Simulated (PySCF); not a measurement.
```yaml
atoms:
  - { symbol: C, position_ang: [-0.2397, 1.6451, -0.4461] }
  - { symbol: N, position_ang: [-0.4730, 0.2607, -0.1697] }
  - { symbol: N, position_ang: [-1.6669, -0.2850, -0.3063] }
  - { symbol: C, position_ang: [-1.4899, -1.5512, 0.0343] }
  - { symbol: N, position_ang: [-0.2373, -1.8431, 0.3841] }
  - { symbol: C, position_ang: [0.4054, -0.6869, 0.2524] }
  - { symbol: C, position_ang: [1.8140, -0.4664, 0.5149] }
  - { symbol: O, position_ang: [2.3806, 0.5915, 0.3881] }
  - { symbol: H, position_ang: [-1.1839, 2.0851, -0.7606] }
  - { symbol: H, position_ang: [0.1331, 2.1491, 0.4465] }
  - { symbol: H, position_ang: [0.5076, 1.7508, -1.2335] }
  - { symbol: H, position_ang: [-2.2845, -2.2679, 0.0277] }
  - { symbol: H, position_ang: [2.3301, -1.3815, 0.8505] }
```

Geometry: GFN2-xTB.

Computed with PBE0/def2-SVPD, SCF density, gas phase (PySCF).

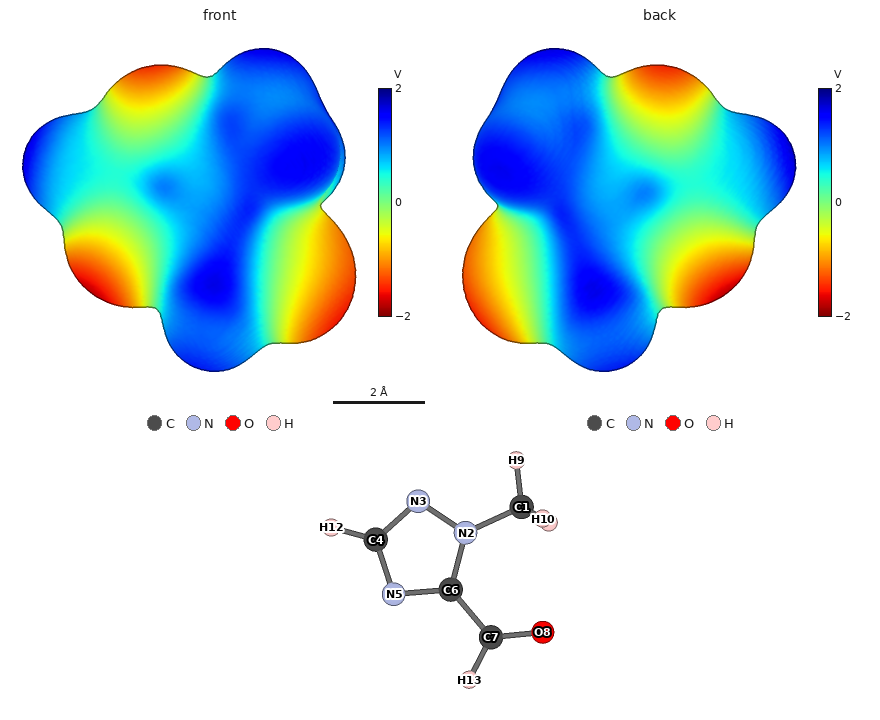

C₄H₅N₃O (SMILES Cn1ncnc1C=O). The electrostatic potential painted on the density surface at 0.004 e/bohr³, seen from the front and from behind; the colour scale runs from red (negative) to blue (positive). The bare structure is drawn below in the same view.

### Describe the electrostatic potential map.

The most negative region (about −1.7 V) lies over N5, the most positive (about +1.7 V) over C7, H9 and H12. N5 is the likeliest acceptor of a hydrogen bond.

### How polar is the molecule by this calculation?

Its dipole moment is 1.25 D.
